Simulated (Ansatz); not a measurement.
**Si$_{2}$H$_{5}$ClO: nudged elastic band**

The run: nudged elastic band of Si$_{2}$H$_{5}$ClO. Method and program: RKS r2SCAN-D4/def2-SVP (Ansatz 0.2.0).

One setting was made poor on purpose. It belongs to a series of runs on one base structure; here: band between the two ends. Figures and captions count atoms from 1; the log counts them from 0 in places.

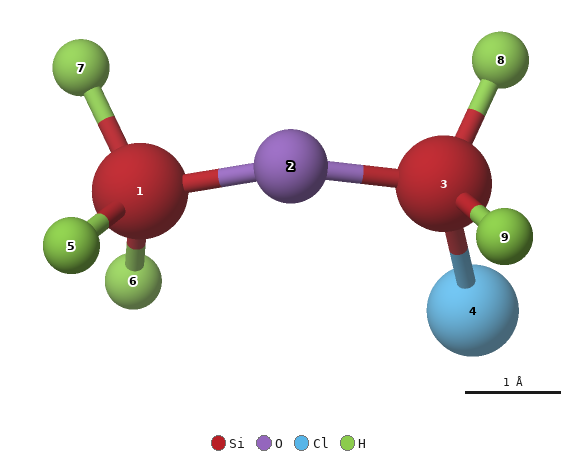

Fig. 1: The starting structure (ball-and-stick view, seen at an oblique angle; atoms are numbered from 1 in the order of the input). Bond lengths as drawn: Cl–Si 2.07 Å, H–Si 1.48 to 1.49 Å and O–Si 1.64 to 1.66 Å.

**Results in brief**

| quantity | value |
| --- | --- |
| outcome | converged |
| barrier, forward | 3.336 eV |
| barrier, backward | 0.868 eV |
| hardware | 2 threads of AMD EPYC (Zen 3), 16 GiB of memory available, shared host |
| wall time | 9.9 min (CPU time 19 min) |
| peak memory | 0.17 GiB |

**Notes**

A deliberately poor setting: spring. The order of the saddle point was not checked.

**The input**
```yaml
crystal:
  periodic: [false, false, false]
  atoms:
    - { symbol: Si, position_ang: [0.40661, 1.53367, 0.265014] }
    - { symbol: O, position_ang: [-0.397809, 0.176376, -0.266008] }
    - { symbol: Si, position_ang: [-0.557086, -1.454344, -0.358806] }
    - { symbol: Cl, position_ang: [1.123473, -2.369204, 0.434938] }
    - { symbol: H, position_ang: [0.679941, 2.413811, -0.90506] }
    - { symbol: H, position_ang: [1.690156, 1.147478, 0.918156] }
    - { symbol: H, position_ang: [-0.454773, 2.258871, 1.241178] }
    - { symbol: H, position_ang: [-1.731532, -1.89436, 0.435423] }
    - { symbol: H, position_ang: [-0.67048, -1.858597, -1.781836] }
basis:
  gaussian: { orbitals: def2-SVP }
hamiltonian:
  xc: r2scan
  dispersion: d4
neb:
  order_check: false
  images: 7
  f_tol: 0.05
  max_iterations: 57
  spring: 50.0
  final_atoms:
    - { symbol: Si, position_ang: [0.27585286, 1.37917974, 0.29310734] }
    - { symbol: O, position_ang: [-0.34657137, -0.00440144, -0.54385741] }
    - { symbol: Si, position_ang: [-0.73850384, -1.6074727, 0.6465864] }
    - { symbol: Cl, position_ang: [1.08753928, -2.51860681, -0.08733202] }
    - { symbol: H, position_ang: [0.73784688, 2.29906585, -0.78106662] }
    - { symbol: H, position_ang: [1.39872089, 0.97090789, 1.17289818] }
    - { symbol: H, position_ang: [-0.87004, 1.93312606, 1.04741051] }
    - { symbol: H, position_ang: [0.17246943, -0.3319572, -1.30232085] }
    - { symbol: H, position_ang: [-1.62881414, -2.1661404, -0.46242653] }
  initial_path:
    images:
      - { positions_ang: [[0.40661, 1.53367, 0.265014], [-0.397809, 0.176376, -0.266008], [-0.557086, -1.454344, -0.358806], [1.123473, -2.369204, 0.434938], [0.679941, 2.413811, -0.90506], [1.690156, 1.147478, 0.918156], [-0.454773, 2.258871, 1.241178], [-1.731532, -1.89436, 0.435423], [-0.67048, -1.858597, -1.781836]] }
      - { positions_ang: [[0.39923791, 1.49108792, 0.27755681], [-0.22605469, 0.07247068, -0.14176682], [-0.58657486, -1.443179, -0.3839712], [0.90982676, -2.57481329, 0.35208245], [0.62324525, 2.29747836, -0.95213157], [1.64132099, 1.32760236, 0.96546376], [-0.56477338, 2.17172306, 1.16047671], [-1.44717949, -1.67007943, 0.51130804], [-0.66054848, -1.71858967, -1.80601918]] }
      - { positions_ang: [[0.39186582, 1.44850584, 0.29009963], [-0.05430039, -0.03143464, -0.01752564], [-0.61606372, -1.432014, -0.40913641], [0.69618051, -2.78042258, 0.2692269], [0.5665495, 2.18114573, -0.99920313], [1.59248599, 1.50772671, 1.01277152], [-0.67477376, 2.08457513, 1.07977542], [-1.16282699, -1.44579886, 0.58719308], [-0.65061697, -1.57858233, -1.83020236]] }
      - { positions_ang: [[0.38449373, 1.40592376, 0.30264244], [0.11745392, -0.13533995, 0.10671555], [-0.64555258, -1.420849, -0.43430161], [0.48253427, -2.98603187, 0.18637135], [0.50985375, 2.06481309, -1.0462747], [1.54365098, 1.68785107, 1.06007928], [-0.78477414, 1.99742719, 0.99907413], [-0.87847448, -1.22151829, 0.66307811], [-0.64068545, -1.438575, -1.85438555]] }
      - { positions_ang: [[0.37712164, 1.36334168, 0.31518526], [0.28920822, -0.23924527, 0.23095673], [-0.67504144, -1.409684, -0.45946682], [0.26888803, -3.19164116, 0.1035158], [0.45315799, 1.94848046, -1.09334627], [1.49481597, 1.86797542, 1.10738703], [-0.89477452, 1.91027925, 0.91837284], [-0.59412197, -0.99723772, 0.73896315], [-0.63075393, -1.29856766, -1.87856873]] }
      - { positions_ang: [[0.35180445, 1.36730119, 0.30966578], [0.13026333, -0.18053431, 0.03725319], [-0.69090704, -1.45913117, -0.18295352], [0.47355084, -3.02338257, 0.05580385], [0.52433022, 2.03612681, -1.01527636], [1.4707922, 1.64370854, 1.12376482], [-0.88859089, 1.91599096, 0.95063226], [-0.40247412, -0.83091759, 0.22864215], [-0.88026898, -1.51546085, -1.52453318]] }
      - { positions_ang: [[0.32648725, 1.37126071, 0.3041463], [-0.02868157, -0.12182335, -0.15645034], [-0.70677264, -1.50857835, 0.09355979], [0.67821366, -2.85512399, 0.00809189], [0.59550244, 2.12377316, -0.93720644], [1.44676843, 1.41944165, 1.14014261], [-0.88240726, 1.92170266, 0.98289168], [-0.21082627, -0.66459746, -0.28167885], [-1.12978404, -1.73235403, -1.17049763]] }
      - { positions_ang: [[0.30117006, 1.37522023, 0.29862682], [-0.18762647, -0.06311239, -0.35015388], [-0.72263824, -1.55802552, 0.37007309], [0.88287647, -2.6868654, -0.03962006], [0.66667466, 2.21141951, -0.85913653], [1.42274466, 1.19517477, 1.1565204], [-0.87622363, 1.92741436, 1.0151511], [-0.01917842, -0.49827733, -0.79199985], [-1.37929909, -1.94924722, -0.81646208]] }
      - { positions_ang: [[0.27585286, 1.37917974, 0.29310734], [-0.34657137, -0.00440144, -0.54385741], [-0.73850384, -1.6074727, 0.6465864], [1.08753928, -2.51860681, -0.08733202], [0.73784688, 2.29906585, -0.78106662], [1.39872089, 0.97090789, 1.17289818], [-0.87004, 1.93312606, 1.04741051], [0.17246943, -0.3319572, -1.30232085], [-1.62881414, -2.1661404, -0.46242653]] }
```

Run as:
```bash
ansatz run input.yaml --threads 2 --pin off --max-ram 3072MiB --backend cpu --events-out ev --progress --plain --runs-dir out
```

**The program's output**
```
Engine: ansatz 0.2.0, x86_64-unknown-linux-gnu
Functional definition: r2SCAN
  parameter k0 = 0.174
  parameter k1 = 0.065
  parameter a1 = 4.9479
  exchange = r2scan_x(k0 = k0, k1 = k1, a1 = a1)
  correlation = r2scan_c
1020 factors; their error is unknown
mean field evaluation 1: about -30391.7562 eV, gradient 4.9e1 eV
mean field evaluation 2: about -30375.6358 eV, gradient 1.0e2 eV
mean field evaluation 4: about -30395.9222 eV, gradient 2.9e0 eV
mean field evaluation 8: about -30395.9415 eV, gradient 3.4e-2 eV
mean field evaluation 16: about -30395.8626 eV, gradient 2.7e-5 eV
mean field -30395.86263598 eV, -1117.0273488166 hartree, gradient 2.7e-5 eV, S^2 0.000000; 0 other end points of the search recorded, 0 dependent functions left out
the calculation of the forces begins
reference -30395.86264622 eV, -1117.0273491930 hartree; 29, 29 occupied and 64, 64 virtual orbitals, 1020 factors
1020 factors; their error is unknown
mean field evaluation 32: about -30393.3910 eV, gradient 1.6e-5 eV
mean field -30393.39102787 eV, -1116.9365188938 hartree, gradient 1.6e-5 eV, S^2 0.000000; 0 other end points of the search recorded, 0 dependent functions left out
[... from here on the field's lines of each further geometry are left out, up to the last ...]
NEB iter   1: max|band force component| = 8.482e1 eV/Å  barrier→ = 23.3059 eV  barrier← = 20.8380 eV  Δτ_max = 0.1989 Å  (232 SCF iters)
NEB iter   2: max|band force component| = 2.276e1 eV/Å  barrier→ = 11.4182 eV  barrier← = 8.9503 eV  Δτ_max = 0.1970 Å  (230 SCF iters)
NEB iter   3: max|band force component| = 1.589e1 eV/Å  barrier→ = 8.9566 eV  barrier← = 6.4887 eV  Δτ_max = 0.2000 Å  (222 SCF iters)
NEB iter   4: max|band force component| = 1.078e1 eV/Å  barrier→ = 7.3774 eV  barrier← = 4.9095 eV  Δτ_max = 0.1985 Å  (221 SCF iters)
NEB iter   5: max|band force component| = 6.937e0 eV/Å  barrier→ = 6.2324 eV  barrier← = 3.7645 eV  Δτ_max = 0.1995 Å  (235 SCF iters)
NEB iter   6: max|band force component| = 3.345e0 eV/Å  barrier→ = 4.8319 eV  barrier← = 2.3639 eV  Δτ_max = 0.2000 Å  (228 SCF iters)
NEB iter   7: max|band force component| = 2.399e0 eV/Å  barrier→ = 4.3197 eV  barrier← = 1.8518 eV  Δτ_max = 0.1988 Å  (222 SCF iters)
NEB iter   8: max|band force component| = 3.895e0 eV/Å  barrier→ = 4.1197 eV  barrier← = 1.6518 eV  Δτ_max = 0.0995 Å  (219 SCF iters)
NEB iter   9: max|band force component| = 2.288e0 eV/Å  barrier→ = 3.8966 eV  barrier← = 1.4287 eV  Δτ_max = 0.1010 Å  (207 SCF iters)
NEB iter  10: max|band force component| = 1.155e0 eV/Å  barrier→ = 3.6239 eV  barrier← = 1.1559 eV  Δτ_max = 0.1989 Å  (206 SCF iters)
NEB iter  11: max|band force component| = 1.257e0 eV/Å  barrier→ = 3.3805 eV  barrier← = 0.9126 eV  Δτ_max = 0.1009 Å  (206 SCF iters)
NEB iter  12: max|band force component| = 7.187e-1 eV/Å  barrier→ = 3.2804 eV  barrier← = 0.8125 eV  Δτ_max = 0.1981 Å  (200 SCF iters)
NEB iter  13: max|band force component| = 8.680e-1 eV/Å  barrier→ = 3.2546 eV  barrier← = 0.7867 eV  Δτ_max = 0.1020 Å  (205 SCF iters)
NEB iter  14: max|band force component| = 8.545e-1 eV/Å  barrier→ = 3.1996 eV  barrier← = 0.7317 eV  Δτ_max = 0.1008 Å  (204 SCF iters)
NEB iter  15: max|band force component| = 5.910e-1 eV/Å  barrier→ = 3.1269 eV  barrier← = 0.6590 eV  Δτ_max = 0.2000 Å  (204 SCF iters)
NEB iter  16: max|band force component| = 1.271e0 eV/Å  barrier→ = 3.5331 eV  barrier← = 1.0652 eV  Δτ_max = 0.1000 Å  (218 SCF iters)
NEB iter  17: max|band force component| = 2.007e0 eV/Å  barrier→ = 3.2857 eV  barrier← = 0.8178 eV  CI = image 3  Δτ_max = 0.2000 Å  (203 SCF iters)
NEB iter  18: max|band force component| = 7.742e-1 eV/Å  barrier→ = 3.4239 eV  barrier← = 0.9560 eV  CI = image 3  Δτ_max = 0.2000 Å  (209 SCF iters)
NEB iter  19: max|band force component| = 4.790e-1 eV/Å  barrier→ = 3.3680 eV  barrier← = 0.9001 eV  CI = image 3  Δτ_max = 0.2000 Å  (212 SCF iters)
NEB iter  20: max|band force component| = 3.547e-1 eV/Å  barrier→ = 3.3490 eV  barrier← = 0.8811 eV  CI = image 3  Δτ_max = 0.2000 Å  (209 SCF iters)
NEB iter  21: max|band force component| = 7.402e-1 eV/Å  barrier→ = 3.3455 eV  barrier← = 0.8775 eV  CI = image 3  Δτ_max = 0.1001 Å  (209 SCF iters)
NEB iter  22: max|band force component| = 1.882e-1 eV/Å  barrier→ = 3.3407 eV  barrier← = 0.8728 eV  CI = image 3  Δτ_max = 0.1862 Å  (202 SCF iters)
NEB iter  23: max|band force component| = 1.077e-1 eV/Å  barrier→ = 3.3404 eV  barrier← = 0.8725 eV  CI = image 3  Δτ_max = 0.0804 Å  (210 SCF iters)
NEB iter  24: max|band force component| = 1.562e-1 eV/Å  barrier→ = 3.3402 eV  barrier← = 0.8723 eV  CI = image 3  Δτ_max = 0.0402 Å  (205 SCF iters)
NEB iter  25: max|band force component| = 8.988e-2 eV/Å  barrier→ = 3.3400 eV  barrier← = 0.8720 eV  CI = image 3  Δτ_max = 0.0402 Å  (207 SCF iters)
NEB iter  26: max|band force component| = 1.355e-1 eV/Å  barrier→ = 3.3396 eV  barrier← = 0.8717 eV  CI = image 3  Δτ_max = 0.0201 Å  (207 SCF iters)
NEB iter  27: max|band force component| = 5.166e-2 eV/Å  barrier→ = 3.3392 eV  barrier← = 0.8712 eV  CI = image 3  Δτ_max = 0.0404 Å  (209 SCF iters)
NEB iter  28: max|band force component| = 2.693e-1 eV/Å  barrier→ = 3.3383 eV  barrier← = 0.8704 eV  CI = image 3  Δτ_max = 0.0201 Å  (206 SCF iters)
NEB iter  29: max|band force component| = 6.308e-2 eV/Å  barrier→ = 3.3377 eV  barrier← = 0.8698 eV  CI = image 3  Δτ_max = 0.0403 Å  (210 SCF iters)
the calculation of the forces begins
reference -30393.33310964 eV, -1116.9343904380 hartree; 29, 29 occupied and 64, 64 virtual orbitals, 1020 factors
1020 factors; their error is unknown
mean field evaluation 1728: about -30392.5247 eV, gradient 5.9e-4 eV
mean field -30392.52469846 eV, -1116.9046818753 hartree, gradient 5.9e-6 eV, S^2 0.000000; 1 other end points of the search recorded, 0 dependent functions left out
the calculation of the forces begins
reference -30392.52470849 eV, -1116.9046822439 hartree; 29, 29 occupied and 64, 64 virtual orbitals, 1020 factors
NEB iter  30: max|band force component| = 4.680e-2 eV/Å  barrier→ = 3.3363 eV  barrier← = 0.8684 eV  CI = image 3  Δτ_max = 0.0000 Å  (389 SCF iters)
```

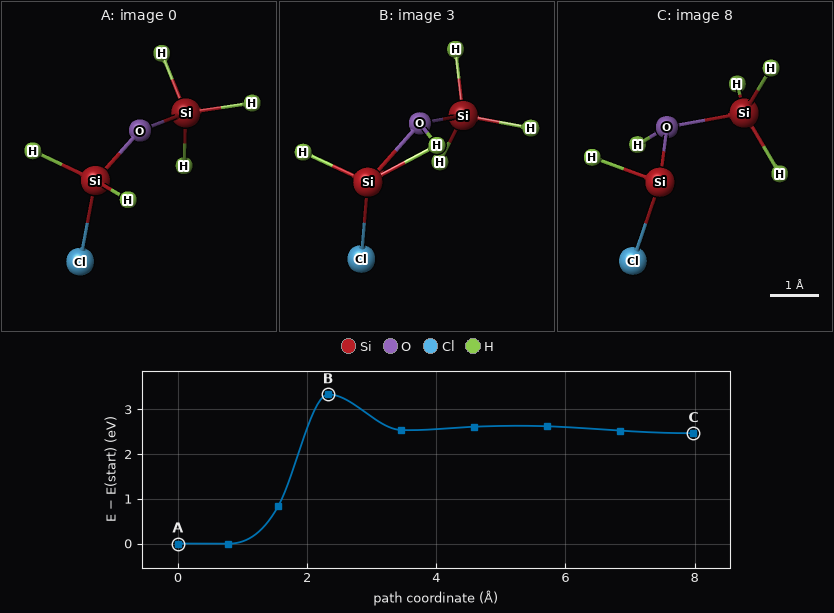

Fig. 2: Images of the last band (counted from 0; ball-and-stick, seen at a tilt) above the energy along the path; the line is a cubic interpolation that uses the forces. The highest image is number 3, 3.336 eV above the start and 0.868 eV above the end (the climbing image); the end lies 2.468 eV above the start. The path is 7.98 Å long. The band converged in 30 iterations.

```
Total energy: -30392.57782286 eV, -1116.9066341608 hartree
Atom 0 at     0.401305     1.362638     0.302070 Å, force    -0.001796    -0.010644     0.006159 eV/Å
Atom 1 at    -0.566271     0.128640    -0.372963 Å, force     0.004564    -0.002092    -0.017690 eV/Å
Atom 2 at    -0.739736    -1.752415    -0.408758 Å, force     0.004039    -0.001614     0.002567 eV/Å
Atom 3 at     0.910710    -2.419048     0.704596 Å, force    -0.000885     0.000496     0.007588 eV/Å
Atom 4 at     0.569193     2.430651    -0.719829 Å, force    -0.006551     0.004060     0.002092 eV/Å
Atom 5 at     1.718237     0.796688     0.695180 Å, force     0.002035     0.001933    -0.007415 eV/Å
Atom 6 at    -0.318761     1.896936     1.490030 Å, force     0.002864    -0.002044     0.008486 eV/Å
Atom 7 at    -1.563400    -0.411605     0.110653 Å, force    -0.002761     0.010511    -0.003624 eV/Å
Atom 8 at    -0.322777    -2.078783    -1.817980 Å, force    -0.001510    -0.000605     0.001837 eV/Å
Dipole moment:    -0.069618     0.400159    -0.034606 e Å
this run last wrote the band of iteration 30 to [file]
```

**The last band as extended XYZ (Å, eV, eV/Å)**
```
9
Properties=species:S:1:pos:R:3:forces:R:3 image=0 energy=-30395.91414
Si    0.4066    1.5337    0.2650   -0.0024   0.0082  -0.0017
O    -0.3978    0.1764   -0.2660    0.0005  -0.0052   0.0030
Si   -0.5571   -1.4543   -0.3588   -0.0079   0.0050  -0.0078
Cl    1.1235   -2.3692    0.4349    0.0044  -0.0015   0.0031
H     0.6799    2.4138   -0.9051    0.0015   0.0012   0.0024
H     1.6902    1.1475    0.9182   -0.0009  -0.0051  -0.0020
H    -0.4548    2.2589    1.2412    0.0004  -0.0015  -0.0001
H    -1.7315   -1.8944    0.4354    0.0033   0.0018   0.0005
H    -0.6705   -1.8586   -1.7818    0.0012  -0.0029   0.0025
9
Properties=species:S:1:pos:R:3:forces:R:3 image=1 energy=-30395.91757
Si    0.4507    1.5042    0.2377   -0.0019   0.0043   0.0001
O    -0.1440    0.1628   -0.5562    0.0076  -0.0063   0.0034
Si   -0.5501   -1.4222   -0.3915   -0.0147   0.0064   0.0115
Cl    0.9443   -2.4244    0.6353    0.0042  -0.0007  -0.0104
H     0.5549    2.6089   -0.7527   -0.0024   0.0006  -0.0014
H     1.7936    1.2064    0.8120    0.0009   0.0002  -0.0017
H    -0.4823    1.8981    1.3344    0.0041   0.0004   0.0014
H    -1.7971   -1.5600    0.4049   -0.0095  -0.0002  -0.0057
H    -0.6815   -2.0200   -1.7410    0.0118  -0.0046   0.0029
9
Properties=species:S:1:pos:R:3:forces:R:3 image=2 energy=-30395.08336
Si    0.4028    1.4106    0.2698    0.2065   0.1208  -0.0890
O    -0.3142    0.1666   -0.5411    1.0005   0.2373  -0.7098
Si   -0.5736   -1.4638   -0.4094    0.3786   1.2251  -0.0607
Cl    0.9319   -2.3745    0.7021   -0.3729   0.0147   0.1071
H     0.4759    2.5183   -0.7115    0.1183   0.2451   0.0674
H     1.7449    0.9239    0.6850    0.1734   0.2110   0.1282
H    -0.3644    1.8550    1.4790   -0.0146  -0.0944  -0.0889
H    -1.7969   -0.9818    0.2609   -0.9706  -1.9149   0.4156
H    -0.4180   -2.1005   -1.7519   -0.5192  -0.0447   0.2302
9
Properties=species:S:1:pos:R:3:forces:R:3 image=3 energy=-30392.57781
Si    0.4013    1.3626    0.3021   -0.0018  -0.0106   0.0062
O    -0.5663    0.1286   -0.3730    0.0046  -0.0021  -0.0177
Si   -0.7397   -1.7524   -0.4088    0.0040  -0.0016   0.0026
Cl    0.9107   -2.4190    0.7046   -0.0009   0.0005   0.0076
H     0.5692    2.4307   -0.7198   -0.0066   0.0041   0.0021
H     1.7182    0.7967    0.6952    0.0020   0.0019  -0.0074
H    -0.3188    1.8969    1.4900    0.0029  -0.0020   0.0085
H    -1.5634   -0.4116    0.1107   -0.0028   0.0105  -0.0036
H    -0.3228   -2.0788   -1.8180   -0.0015  -0.0006   0.0018
9
Properties=species:S:1:pos:R:3:forces:R:3 image=4 energy=-30393.37486
Si    0.4087    1.2082    0.2614   -0.0229  -0.0583  -0.0249
O    -0.8065    0.0412   -0.1699   -0.0305   0.0294   0.0850
Si   -0.7918   -1.9621   -0.6041   -0.0151  -0.0538  -0.0061
Cl    0.6918   -2.4092    0.8969   -0.0048   0.0261  -0.0360
H     0.6909    2.0371   -0.9373   -0.0121  -0.0271  -0.0199
H     1.6042    0.4826    0.7372   -0.0006  -0.0429  -0.0334
H    -0.2159    2.0279    1.3348    0.0044   0.0059   0.0000
H    -1.6851    0.2020    0.2039   -0.0192   0.0660  -0.0004
H     0.1921   -1.6740   -1.7400    0.1008   0.0547   0.0357
9
Properties=species:S:1:pos:R:3:forces:R:3 image=5 energy=-30393.30093
Si    0.4107    1.2494    0.3167    0.0230  -0.0037   0.0023
O    -0.6684    0.0548   -0.3133   -0.0242  -0.0106   0.0072
Si   -0.8689   -2.0286   -0.2070   -0.0030  -0.0319  -0.0182
Cl    0.9494   -2.2631    0.9114   -0.0276   0.0162   0.0357
H     0.7216    2.1909   -0.7921   -0.0051   0.0123  -0.0103
H     1.6069    0.5336    0.7984    0.0015   0.0013  -0.0227
H    -0.3116    1.9640    1.4050    0.0147  -0.0110   0.0004
H    -1.5489    0.3830   -0.5528   -0.0102   0.0093   0.0205
H    -0.2024   -2.1302   -1.5832    0.0308   0.0182  -0.0150
9
Properties=species:S:1:pos:R:3:forces:R:3 image=6 energy=-30393.29102
Si    0.3703    1.3042    0.3250   -0.0016  -0.0147   0.0084
O    -0.5588    0.0189   -0.3505    0.0287   0.0325   0.0075
Si   -0.9000   -1.9709    0.2353    0.0196  -0.0009  -0.0130
Cl    1.1695   -2.2591    0.7355    0.0212   0.0076   0.0021
H     0.8130    2.1313   -0.8304   -0.0003   0.0015   0.0086
H     1.4974    0.6820    1.0478   -0.0070  -0.0002   0.0075
H    -0.5004    2.1016    1.2292   -0.0091   0.0007  -0.0017
H    -1.0722    0.2278   -1.1449    0.0043  -0.0274  -0.0308
H    -0.7303   -2.2821   -1.2639   -0.0557   0.0008   0.0113
9
Properties=species:S:1:pos:R:3:forces:R:3 image=7 energy=-30393.38884
Si    0.3208    1.3259    0.3346   -0.0009   0.0093   0.0194
O    -0.5228    0.0454   -0.4697    0.0022  -0.0114  -0.0146
Si   -0.9058   -1.7390    0.4734   -0.0264   0.0273   0.0456
Cl    1.1770   -2.3076    0.4488    0.0157  -0.0051  -0.0554
H     0.8716    2.1570   -0.7693   -0.0027   0.0071   0.0088
H     1.3910    0.7460    1.1782   -0.0110   0.0046   0.0028
H    -0.6855    2.0657    1.1319   -0.0153  -0.0095  -0.0017
H    -0.3330   -0.0689   -1.4134    0.0550  -0.0314  -0.0262
H    -1.2248   -2.2708   -0.9314   -0.0166   0.0090   0.0213
9
Properties=species:S:1:pos:R:3:forces:R:3 image=8 energy=-30393.44621
Si    0.2759    1.3792    0.2931   -0.0030  -0.0011  -0.0001
O    -0.3466   -0.0044   -0.5439    0.0079  -0.0121  -0.0056
Si   -0.7385   -1.6075    0.6466    0.0022  -0.0008   0.0037
Cl    1.0875   -2.5186   -0.0873   -0.0069   0.0049   0.0035
H     0.7378    2.2991   -0.7811    0.0004  -0.0024  -0.0025
H     1.3987    0.9709    1.1729    0.0032  -0.0021  -0.0014
H    -0.8700    1.9331    1.0474   -0.0017  -0.0012   0.0012
H     0.1725   -0.3320   -1.3023   -0.0027   0.0158   0.0030
H    -1.6288   -2.1661   -0.4624    0.0006  -0.0010  -0.0019
```
